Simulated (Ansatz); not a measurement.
Consider Ir4Ru.

Input file:

```
crystal:
  lattice:
    - [2.744462101, -2.89e-08, 0.0]
    - [-1.3722310255, 2.3767739136, 0.0]
    - [0.0, 0.0, 22.0651438]
  atoms:
    - { symbol: Ru, position: [0.3333333333, 0.6666666667, 0.25] }
    - { symbol: Ru, position: [0.6666666667, 0.3333333333, 0.75] }
    - { symbol: Ir, position: [0.3333333333, 0.6666666667, 0.652347] }
    - { symbol: Ir, position: [0.3333333333, 0.6666666667, 0.847653] }
    - { symbol: Ir, position: [0.3333333333, 0.6666666667, 0.0505] }
    - { symbol: Ir, position: [0.3333333333, 0.6666666667, 0.4495] }
    - { symbol: Ir, position: [0.6666666667, 0.3333333333, 0.9495] }
    - { symbol: Ir, position: [0.6666666667, 0.3333333333, 0.152347] }
    - { symbol: Ir, position: [0.6666666667, 0.3333333333, 0.347653] }
    - { symbol: Ir, position: [0.6666666667, 0.3333333333, 0.5505] }
basis:
  ecutwfc: 420
kpoints:
  mp_grid: { grid: [18, 18, 2] }
hamiltonian:
  xc: pbe
scf:
  occupations: { method: fermi_dirac, width: 0.15 }
output:
  forces: true
  stress: true
  eigenvalues: true
  write_density: true
  write_potential: true
  elf: true
  volumetric_format: npy
relax:
  adjacent_minimum: "off"
  f_tol: 0.001
  max_steps: 60
  cell: { stress_tol: 0.01 }
```

Command:

```sh
ansatz run input.yaml --threads 4 --pin off --max-ram 8192MiB --backend cpu --events-out ev --progress --plain --runs-dir out
```

Below, planes, directions and counts refer to the conventional cell (a = 2.75 Å, b = 2.75 Å, c = 22.08 Å, α = 90.00°, β = 90.00°, γ = 120.00°).

The fields are those of the run's last geometry, not of the input's.

Space group P6₃/mmc; a structure generated by program, which may or may not match a known phase; computed without spin polarisation.

All numbers below come from DFT PBE, scalar-relativistic, plane waves, PAW in Ansatz 0.2.0.

Predict the valence pseudo-density and electron localisation function between the atoms.

Answer. Ir–Ir (2.75 Å): ρ is about 0.42 e/Å³ halfway; the ELF is about 0.35 at the midpoint (no localised pair shows between them).
Ru–Ru (2.75 Å): ρ is about 0.36 e/Å³ halfway; the ELF is about 0.30 at the midpoint.

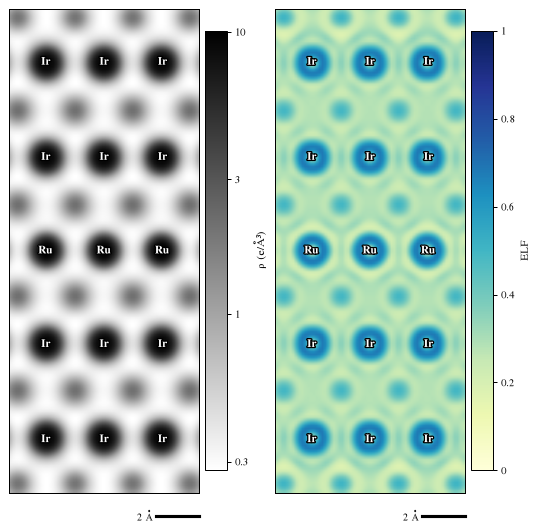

Computed valence pseudo-density and electron localisation function on the (010) plane of the conventional cell, in this order. Atoms just off the plane (Ru, 0.8 Å away and Ir, 0.8 Å away) can leave unmarked features too.

The density is the valence pseudo-density of a PAW calculation; it isn't the true density close to the nuclei.
